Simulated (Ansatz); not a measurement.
# Si2W: LAPW beside PAW, part 2 of 2

The same cell of Si2W is computed with all-electron LAPW, frozen-core PAW and datasets made for this crystal, to set the results side by side.

Ansatz 0.2.0; DFT PBEsol; a database cell (COD). «Crystal datasets» are all-electron PAW datasets made for this crystal. The steps go on from the part before.

## (4) Datasets made for this crystal

Input file input.yaml:

```yaml
crystal:
  lattice:
    - [-1.606, 1.606, 3.94]
    - [1.606, -1.606, 3.94]
    - [1.606, 1.606, -3.94]
  atoms:
    - { symbol: Si, position: [0.333, 0.333, 0.0] }
    - { symbol: Si, position: [0.667, 0.667, 0.0] }
    - { symbol: W, position: [0.0, 0.0, 0.0] }
kpoints:
  mp_grid: { grid: [18, 18, 18] }
  band_path:
    path:
      - [0.0, 0.0, 0.0]
      - [0.0, 0.0, 0.5]
      - [0.25, 0.25, 0.25]
      - [0.0, 0.5, 0.0]
      - [0.0, 0.0, 0.0]
      - [0.5, 0.5, -0.5]
      - [0.2915373367, 0.7084626633, -0.2915373367]
      - [-0.2915373367, 0.2915373367, 0.2915373367]
      - [0.0, 0.0, 0.0]
    npoints: 8
scf:
  occupations: { method: fermi_dirac, width: 0.03 }
hamiltonian:
  xc: pbesol
  pseudopotentials: { kind: all_electron, datasets: crystal }
output:
  forces: true
  stress: true
  eigenvalues: true
  efg: { contact_densities: true }
```

On the command line:

```sh
ansatz run input.yaml --threads 1 --pin off --max-ram 4096MiB --backend cpu --events-out ev --progress --plain --runs-dir out
```

The program printed:

```text
basis.fft_grid_basis auto: the FFT boxes are laid along the combinations [[1, 0, 1], [0, 1, 1], [0, 0, 1]] of the cell's own vectors, 3.212, 3.212 and 4.548 Å long. The dense box has 20×20×27 points. Along the cell's own vectors, as sized, it would have 27×27×27, 1.82 times as many. Of the 16 symmetry operations that the crystal satisfies within crystal.symmetry.tolerance (time reversal apart; of a slab, those that keep its plane) the dense box along the cell's own vectors carries 16, and the one as laid loses 12 of those. basis.fft_grid_basis: typed keeps the cell's own vectors: state it where this run's energies or levels are differenced outside the engine with another run's, or held beside a run that keeps those vectors.
hamiltonian.pseudopotentials.datasets: crystal makes datasets for this crystal and solves the spheres of its atoms anew in each pass: cutoff 320.0 eV, the density's 1280.0 eV; for an error of 0.50 meV an atom under PBE, 1.5 meV for the cell; an energy difference from a run of another recipe may be off by several times the error for the cell, under r2SCAN by more, where some 0.1 meV an atom stays at smaller errors; Si in spheres of 1.244 Å, 4 of its electrons in bands; W in spheres of 1.376 Å, 6 of its electrons in bands, 22 on its site; only band paths and densities of states list, in semicore columns, the levels of the semicore shells that are solved separately: 4f of W, 5s of W, 5p of W
W: output.efg is read without spin–orbit coupling, which moves field gradients at and beside such atoms by some per cent and up to a factor of two; PAW files take it under magnetization.noncollinear and magnetization.spin_orbit
Engine: ansatz 0.2.0
Pseudopotentials: kind: all_electron
Pseudopotential: Si, paw, valence charge 4, recommended cutoff 320 eV (normal), Koelling and Harmon's equation, gaussian nucleus
Pseudopotential: W, paw, valence charge 28, recommended cutoff 320 eV (normal), Koelling and Harmon's equation, gaussian nucleus
Functional definition: PBEsol
  exchange = pbesol_x
  correlation = pbesol_c
Crystal: 3 atoms, lattice volume = 40.649 Å³
Basis set: ecut = 320 eV, 543 PW (Γ), FFT grids on a1+a3, a2+a3, a3, exchange–correlation on 40×40×54 points (8 copies of the dense FFT grid, shifted against one another)
Bands: 11, of which v1, the nominal top of the filled ones, is band 7 counted from 1 (6 counted from 0)
Symmetry: 16 space group operations
Space group: I4/mmm (ITA 139), of the structure as read, at distance tolerance 3.4e-5 Å
k-points: 480 of 5832
Non-local potential: Si, projectors of the file, l = 0: 1, l = 1: 1
Non-local potential: W, projectors of the file, l = 0: 1, l = 1: 1, l = 2: 2
PAW form: soft (Blöchl's): semilocal exchange-correlation on the pseudo side does not see the compensation charge
PAW one-centre angular grid: Si, 110 points (default); XC on its mesh's 1967 points in the sphere
PAW one-centre angular grid: W, 590 points (default); XC on its mesh's 1823 points in the sphere
Initial density: superposition of atomic densities (neutral atoms: chi_scale 0, normalization atom)
Initial wavefunctions: pseudopotential atomic-orbital guess
Functional: x = pbesol(κ = 0.804, μ = 0.12345679012345678), c = pbesol(β = 0.046)
iter 1 solved again at ethr=2.19e-2 eV; its pass at ethr=1.00e-1 eV (dr2=3.07e0 eV) is discarded
SCF iter   1: F=—  HF=-454832.057472 eV  |F-HF|=—  |Δ(HF+E_count)|=         —  Δρ=8.09e-2  dr2=3.82e0  ethr=2.19e-2  ⟨swp⟩=3.1  Hψ=33939  notcnv=0
preconditioner: auto → Kerker (q_TF=auto, 2.284 Å⁻¹)  [metal: Δε(μ)=0.000 eV  Ē_g=8.377 eV  σ=0.030 eV  W_gap=0.00  n_scr=10 (ndim 8)  ℏωp=21.8 eV  f_vac=0.004  D(μ)=0.80/eV (n_scr^D=2)]
SCF iter   2: F=—  HF=-454831.413070 eV  |F-HF|=—  |Δ(HF+E_count)|=   6.44e-1  Δρ=3.82e-2  dr2=6.86e-1  ethr=2.19e-2  ⟨swp⟩=2.1  Hψ=10602  notcnv=0  defer=10
SCF iter   3: F=—  HF=-454831.247330 eV  |F-HF|=—  |Δ(HF+E_count)|=   1.66e-1  Δρ=1.05e-2  dr2=7.49e-2  ethr=4.90e-3  ⟨swp⟩=3.3  Hψ=14261  notcnv=0  defer=12
iter 4 solved again at ethr=1.11e-5 eV; its pass at ethr=5.35e-4 eV (dr2=1.56e-3 eV) is discarded
SCF iter   4: F=—  HF=-454831.246937 eV  |F-HF|=—  |Δ(HF+E_count)|=   3.92e-4  Δρ=2.29e-3  dr2=1.54e-3  ethr=1.11e-5  ⟨swp⟩=3.4  Hψ=28283  notcnv=0  defer=53
SCF iter   5: F=—  HF=-454831.244850 eV  |F-HF|=—  |Δ(HF+E_count)|=   2.09e-3  Δρ=1.30e-3  dr2=8.10e-4  ethr=1.10e-5  ⟨swp⟩=2.4  Hψ=9229  notcnv=0  defer=59
SCF iter   6: F=—  HF=-454831.244380 eV  |F-HF|=—  |Δ(HF+E_count)|=   4.70e-4  Δρ=5.97e-4  dr2=2.44e-4  ethr=5.78e-6  ⟨swp⟩=3.1  Hψ=15863  notcnv=0  defer=15
SCF iter   7: F=—  HF=-454831.244317 eV  |F-HF|=—  |Δ(HF+E_count)|=   6.30e-5  Δρ=1.68e-4  dr2=1.05e-5  ethr=1.75e-6  ⟨swp⟩=2.2  Hψ=8904  notcnv=0  defer=12
SCF iter   8: F=—  HF=-454831.244303 eV  |F-HF|=—  |Δ(HF+E_count)|=   1.36e-5  Δρ=5.70e-5  dr2=2.17e-6  ethr=7.51e-8  ⟨swp⟩=3.4  Hψ=12299  notcnv=0  defer=9
SCF iter   9: F=—  HF=-454831.244302 eV  |F-HF|=—  |Δ(HF+E_count)|=   1.09e-6  Δρ=1.86e-5  dr2=2.44e-7  ethr=1.55e-8  ⟨swp⟩=2.0  Hψ=8726  notcnv=0  defer=11
SCF iter  10: F=-454831.244302 eV  HF=-454831.244302 eV  |F-HF|=1.75e-9  |Δ(HF+E_count)|=   4.59e-8  Δρ=1.83e-6  dr2=1.89e-9  ethr=1.74e-9  ⟨swp⟩=3.1  Hψ=10520  notcnv=0  defer=8
SCF 1 converged in 10 iterations: F = -454831.244302 eV  dr2 = 1.89e-9
  Residual-converged pass: ⟨swp⟩=4.4  Hψ=14504  notcnv=0  max |occ|·‖R‖ = 6.4e-6 eV (tolerance 6.5e-6 eV)  dr2=2.48e-9  dr2_onsite=2.57e-9  max |Δocc| = 4.9e-9
NSCF: frozen V_eff on 65 k-points
SCF converged after 10 iterations
Free energy (F): -454831.244302 eV
Harris-Foulkes:  -454831.244302 eV  (|F-HF|=1.75e-9)
Internal energy: -454831.243621 eV  (E = F + TS)
E sigma→0 (E₀):  -454831.243962 eV
Entropy (-TS):   -0.000680 eV (-0.227 meV/atom)
Past the cutoff: the bands carry plane waves up to 1.75 times it, of which those up to 1.5 times it add -0.000097 eV an atom, each by itself; the spheres take 0.000037 eV an atom off the energy for waves past 1.75 times it
By the cutoff:   a pressure is off by up to 0.005 GPa (1.2 times the spheres' own share and the shells' term, over an atom's volume, and 0.004 GPa: a bound that held against runs at twice the plane waves)
Past the cutoffs: a stress includes 0.0019 GPa for waves and charges beyond them, in addition to the slope of what the spheres take
In the spheres:  the bands' charges fall short by 3.3e-6 e at most (sound up to 1e-3), those of shells solved beside the bands by 4.5e-7 e (sound up to 5e-4)
Fermi energy:    20.316217 eV
--- Per-component energies (eV) ---
  The terms above E_closure are by the made datasets' own strengths, without shells solved beside the bands.
--- Forces (eV/Å), atoms counted from 1 ---
  atom   1  Si     0.00000000     0.00000000     0.28002873
  atom   2  Si    -0.00000000    -0.00000000    -0.28002873
  atom   3  W      0.00000000     0.00000000     0.00000000
  max |Σ_I F_I| component: 6.94e-18 eV/Å
--- Stress (GPa, compression-positive) ---
       -2.647233      -0.000000       0.000000
       -0.000000      -2.647233       0.000000
        0.000000       0.000000      -5.388996
  P = ⅓ Tr σ = -3.5612 GPa (-35.612 kbar)
  It holds what live shells' own plane waves past their cutoff add
--- PAW observables at the nuclei: V_zz in 10²¹ V/m², potentials from the cell's mean, atoms counted from 1 ---
  atom   1  Si V_zz =    -0.863687   η = 0.0000   by run symmetry: allowed
            electrostatic potential = -1368.815125 V   contact ρ = 12769.780807 e/Å³
  atom   2  Si V_zz =    -0.863687   η = 0.0000   by run symmetry: allowed
            electrostatic potential = -1368.815125 V   contact ρ = 12769.780807 e/Å³
  atom   3  W  V_zz =   -14.604347   η = 0.0000   by run symmetry: allowed
            electrostatic potential = -14810.113810 V   contact ρ = 8806364.774341 e/Å³
--- Band table (eV; the first three rows and the last of 480) ---
  k-point 0: bands = ["6.2686", "13.5103", "16.4948", "17.0113", "17.4765", "17.4765", "20.9930", "23.0130", "23.1849"]
  k-point 1: bands = ["6.3687", "13.6033", "16.1664", "17.0356", "17.2111", "17.8161", "20.4956", "22.8659", "23.4927"]
  k-point 2: bands = ["6.6644", "13.8670", "15.6610", "16.5798", "17.1119", "18.2919", "19.4038", "22.6734", "23.7783"]
  k-point 479: bands = ["8.4463", "9.4062", "16.5001", "17.6736", "19.4905", "19.4905", "19.8029", "19.8029", "21.1649"]
```

Run time: 75 s. Hardware: 1 thread of Intel Xeon Platinum 8259CL at 2.50GHz (Skylake/Cascade Lake), shared host; peak memory 1 GiB.

Result: pressure -3.56 GPa; no gap; largest force 0.280 eV/Å; Vzz Si1 -0.86 (η = 0.00), W3 -14.60 (η = 0.00) (10²¹ V/m²).

| atom | contact density (e/Å³) |
| --- | --- |
| Si1 | 12769.78 |
| W3 | 8806365 |

## (5) Comparison

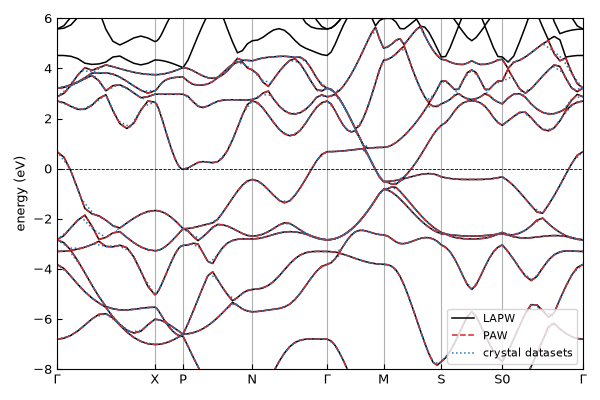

Bands of 3 runs (LAPW; PAW; crystal datasets) drawn together, counted from each run's Fermi level.

| method | pressure (GPa) | largest force (eV/Å) | Vzz Si1 (10²¹ V/m²) | Vzz W3 (10²¹ V/m²) | SCF cycles, by the record's count |
| --- | --- | --- | --- | --- | --- |
| LAPW | -3.56 | 0.280 | – | – | 9 |
| PAW | -3.54 | 0.278 | -0.89 | -14.80 | 6 |
| crystal datasets | -3.56 | 0.280 | -0.86 | -14.60 | 10 |

## (6) Summary of results

What follows sums up all 2 parts.

| quantity | value |
| --- | --- |
| pressure | LAPW -3.56, PAW -3.54, crystal datasets -3.56 GPa |
| gap (LAPW) | none |
| largest force | LAPW 0.280, PAW 0.278, crystal datasets 0.280 eV/Å |
| Bader charges (PAW) | Si1 -0.01, W3 +0.02 e |
| highest ELF (PAW) | 0.78, 0.85 Å from Si |

**Reading.** The pressure of -3.6 GPa pushes the cell to shrink, with the atoms held in place. There is no gap at this level; the crystal is a metal here. W 5d carries the largest share, 68 %, of the projected states within 0.3 eV of the Fermi level. The projection holds only the free atom's occupied shells (Si 3s, Si 3p, W 6s, W 5d in this range). The field gradient at W3, the largest by crystal datasets, is -14.80 by PAW and -14.60 by crystal datasets (10²¹ V/m²), within 5 %. No spin–orbit coupling: at heavy atoms the gradients can be off by tens of per cent for that reason. In pressure, PAW differs from LAPW by +0.02 GPa. The forces differ by at most 3 meV/Å in a component, on a largest force of 0.280 eV/Å. The price, with the outputs that each input asks for: 3.7 min for LAPW against 75 s for PAW, about 3 to one. Spin-orbit coupling is left out, though the cell holds W; in elements this heavy it can shift bands and gaps by tenths of an eV.
